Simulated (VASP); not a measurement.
Band structure of AlN (wurtzite). Level of theory: PBE GGA, VASP's PBE PAW potentials (set 64) (plane waves; VASP 6.6.1).

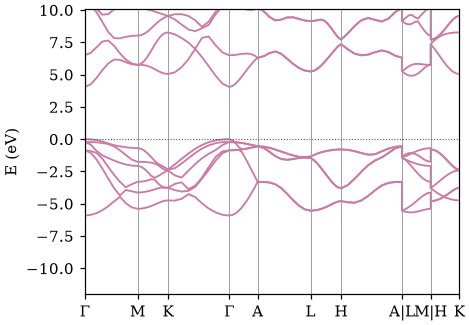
Fig. 1. Bands along high-symmetry lines, zero at the valence-band maximum or, without a gap, the Fermi level

Q: Read the plot: is there a gap, and where are the band edges?

A: The gap is direct, 4.05 eV, from the valence maximum at Γ to the conduction minimum at Γ. (Edges off the drawn lines would not show.)

Measured: gap 6.51 eV (computed value off by -2.46 eV), as given by Martin Feneberg et al., Physical Review B (2010), doi:10.1103/physrevb.82.075208 [zero-point renormalisation of 0.417 eV (from the measured temperature dependence, row gaps:miglio2020:AlN_wz:gap_zpr, arXiv:2011.12765) added back].

The compound is AlN in the wurtzite structure. It was relaxed first.
